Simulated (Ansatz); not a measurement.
# UPBE0/6-311+G(d,p) run of C2H6B (SMILES [CH2]BC)

Aim: the vertical doublet–quartet gap of C2H6B at UPBE0/6-311+G**, from 2 runs. 

The results are computed with Ansatz 0.2.0.

45 further runs of the same task are left out: 45 set aside as unsound or not needed.

### Step 1. Starting point

The species is C2H6B (9 atoms), meant as a doublet with charge 0. As SMILES, `[CH2]BC`. The coordinates come from a PBE0-D4/def2-TZVP relaxation. This is one conformer, not always the lowest.

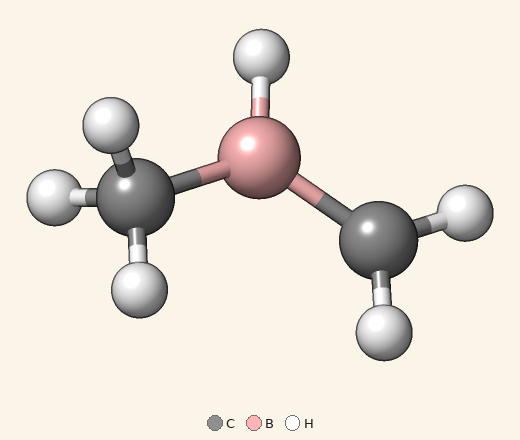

Viewed from a chosen angle; carbon grey, boron pink, hydrogen white.

### Step 2. A single-point energy at UPBE0/6-311+G(d,p)

Input file input.yaml:

```yaml
crystal:
  periodic: [false, false, false]
  atoms:
    - {symbol: C, position_ang: [-0.840100, 0.743300, -1.023500]}
    - {symbol: B, position_ang: [0.191800, 0.540800, 0.089100]}
    - {symbol: C, position_ang: [0.525000, -0.860100, 0.691800]}
    - {symbol: H, position_ang: [-1.406600, -0.078400, -1.457800]}
    - {symbol: H, position_ang: [-1.074500, 1.714900, -1.450600]}
    - {symbol: H, position_ang: [0.769100, 1.506600, 0.513000]}
    - {symbol: H, position_ang: [-0.036500, -1.695300, 0.267500]}
    - {symbol: H, position_ang: [1.596100, -1.069200, 0.576400]}
    - {symbol: H, position_ang: [0.364200, -0.849200, 1.777100]}
basis:
  gaussian:
    orbitals: 6-311+G_st__st_.json
output: {orbitals: {seedname: orbitals}}
magnetization:
  spin_polarized: true
  initial_magnetization: 1
hamiltonian:
  xc: {name: PBE0}
accuracy: high
```

The basis set 6-311+G** is read from a file made from the Basis Set Exchange's data (not shown).

Started as:

```bash
$ ansatz run input.yaml --threads 1 --pin off --max-ram 3480MiB --events-out events.jsonl --progress --plain --runs-dir runs
```

The program printed:

```text
Warning: RAYON_NUM_THREADS=1 ignored (pool sized by the plan → 1); use --threads N
Functional definition: PBE0
  name "PBE0"
  parameter a = 0.25
  parameter kappa = 0.804
  parameter beta = 0.06672455060314922
  exchange = (1 - a)*pbe_x(kappa = kappa, mu = beta*pi^2/3) + a*exact_x
  correlation = pbe_c(beta = beta)
2069 factors; integrals over basis functions are off by at most 3.6e-9 eV
mean field evaluation 1: about -2835.9656 eV, gradient 3.9e1 eV
mean field evaluation 2: about -2834.9883 eV, gradient 4.0e1 eV
mean field evaluation 4: about -2843.4640 eV, gradient 1.2e0 eV
mean field evaluation 8: about -2843.5715 eV, gradient 5.6e-2 eV
mean field evaluation 16: about -2843.5716 eV, gradient 3.2e-5 eV
mean field -2843.57156791 eV, -104.4993276785 hartree, gradient 3.2e-8 eV, S^2 0.753024; 0 other end points of the search recorded, 0 dependent functions left out
reference -2843.57157286 eV, -104.4993278607 hartree; 12, 11 occupied and 90, 91 virtual orbitals, 2069 factors
Total energy: -2843.57157286 eV, -104.4993278607 hartree
```

It took 9.6 s on 1 thread of Arm Neoverse V2, shared host; peak memory 0.39 GiB.

### Step 3. The quartet

Input file in.yaml:

```yaml
basis:
  gaussian:
    orbitals: 6-311+G_st__st_.json
crystal:
  periodic: [false, false, false]
  atoms:
    - {symbol: C, position_ang: [-0.840100, 0.743300, -1.023500]}
    - {symbol: B, position_ang: [0.191800, 0.540800, 0.089100]}
    - {symbol: C, position_ang: [0.525000, -0.860100, 0.691800]}
    - {symbol: H, position_ang: [-1.406600, -0.078400, -1.457800]}
    - {symbol: H, position_ang: [-1.074500, 1.714900, -1.450600]}
    - {symbol: H, position_ang: [0.769100, 1.506600, 0.513000]}
    - {symbol: H, position_ang: [-0.036500, -1.695300, 0.267500]}
    - {symbol: H, position_ang: [1.596100, -1.069200, 0.576400]}
    - {symbol: H, position_ang: [0.364200, -0.849200, 1.777100]}
magnetization:
  spin_polarized: true
  initial_magnetization: 3
hamiltonian:
  xc: {name: PBE0}
accuracy: high
output: {orbitals: {seedname: orbitals}}
```

The basis set 6-311+G** is read from a file made from the Basis Set Exchange's data (not shown).

Started as:

```bash
$ ansatz run in.yaml --threads 1 --pin off --max-ram 3480MiB --events-out events.jsonl --progress --plain --runs-dir runs
```

The program printed, shortened:

```text
Warning: RAYON_NUM_THREADS=1 ignored (pool sized by the plan → 1); use --threads N
[... 7 set-up lines as earlier in the session ...]
2069 factors; integrals over basis functions are off by at most 3.6e-9 eV
mean field evaluation 1: about -2828.6600 eV, gradient 4.0e1 eV
mean field evaluation 2: about -2821.4861 eV, gradient 5.1e1 eV
mean field evaluation 4: about -2836.8274 eV, gradient 3.9e0 eV
mean field evaluation 8: about -2837.0355 eV, gradient 2.0e-1 eV
mean field evaluation 16: about -2837.0362 eV, gradient 5.5e-3 eV
mean field evaluation 32: about -2837.0362 eV, gradient 4.0e-7 eV
mean field -2837.03617943 eV, -104.2591565818 hartree, gradient 4.1e-8 eV, S^2 3.756996; 4 other end points of the search recorded, 0 dependent functions left out
reference -2837.03618427 eV, -104.2591567598 hartree; 13, 10 occupied and 89, 92 virtual orbitals, 2069 factors
Total energy: -2837.03618427 eV, -104.2591567598 hartree
```

Run time: 17 s. Hardware: 1 thread of Arm Neoverse V2, shared host; peak memory 0.39 GiB.

### Step 4. Outcome

Level: UPBE0/6-311+G**.

| quantity | value |
| --- | --- |
| doublet: total energy | -104.49933 Eh |
| doublet: HOMO energy (highest over α and β) | -7.64 eV |
| doublet: LUMO energy (lowest over α and β) | -3.30 eV |
| doublet: ⟨S²⟩ | 0.753 |
| quartet: total energy | -104.25916 Eh |
| quartet: HOMO energy (highest over α and β) | -2.46 eV |
| quartet: ⟨S²⟩ | 3.757 |
| vertical energy of the quartet above the doublet | 6.535 eV |

What this shows: At this shape the quartet lies 6.54 eV (151 kcal/mol) above the doublet.
